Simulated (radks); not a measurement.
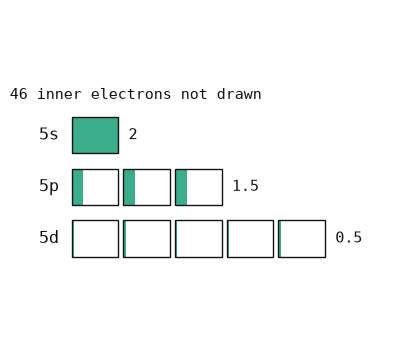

*The outer shells as the input fills them: a box for each of the 2l + 1 orbitals, shaded by the share of the shell that is filled, with the electron count at the right.*

# Run report: Xe⁴⁺, atomic calculation

System: Xe⁴⁺, configuration [Kr] 4d10 5s2 5p1.5 5d0.5.
Method: scalar-relativistic Kohn-Sham, SCAN, spin-polarised, spherical densities, finite nucleus (radks).

The input:
```
Z 54
configuration [Kr] 4d10 5s2 5p1.5 5d0.5
relativity scalar-relativistic
functional scan,scan
spin polarised
nucleus finite rms 4.7859 fm
c 137.035999084
```

Energies in input and log are in hartree, lengths in bohr (the nuclear radius in fm).

Hardware: 1 CPU thread, shared host.

Launched within a batch (the task file carries these settings):
```bash
python <driver script> task.json out
```

Output:
```
1s      1   1.0000       -1267.11916285
2s      1   1.0000        -199.39506908
2p      1   3.0000        -178.96149300
3s      1   1.0000         -42.48901647
3p      1   3.0000         -35.83444188
3d      1   5.0000         -25.99826107
4s      1   1.0000          -9.21358667
4p      1   3.0000          -7.09184063
4d      1   5.0000          -3.99022227
5s      1   1.0000          -2.35204480
5p      1   1.5000          -1.82460026
5d      1   0.5000          -1.11798688
1s      2   1.0000       -1267.11574088
2s      2   1.0000        -199.39296724
2p      2   3.0000        -178.95801508
3s      2   1.0000         -42.48641413
3p      2   3.0000         -35.83084506
3d      2   5.0000         -25.99398816
4s      2   1.0000          -9.20520770
4p      2   3.0000          -7.08364542
4d      2   5.0000          -3.97538742
5s      2   1.0000          -2.26949520
5p      2   0.0000          -3.13747676
5d      2   0.0000          -2.12206221
Etot -7444.166848486062
Ekin 7828.526042871873
Encl -17927.95324529252
Eh 2841.382920997045
Exc -186.12256706245861
err 9.544145690471214e-05
it 128
```

Outcome:

| quantity | value |
| --- | --- |
| outcome | not converged |
| total energy | −7444.1668 hartree |
| kinetic energy | 7828.5260 hartree |
| electron–nucleus energy | −17927.9532 hartree |
| Hartree energy | 2841.3829 hartree |
| exchange–correlation energy | −186.122567 hartree |
| SCF iterations | 128 |
| wall time | 1.9 s |

Diagnosis:

The run did not meet its convergence test in 128 iterations, so its last values are not results.
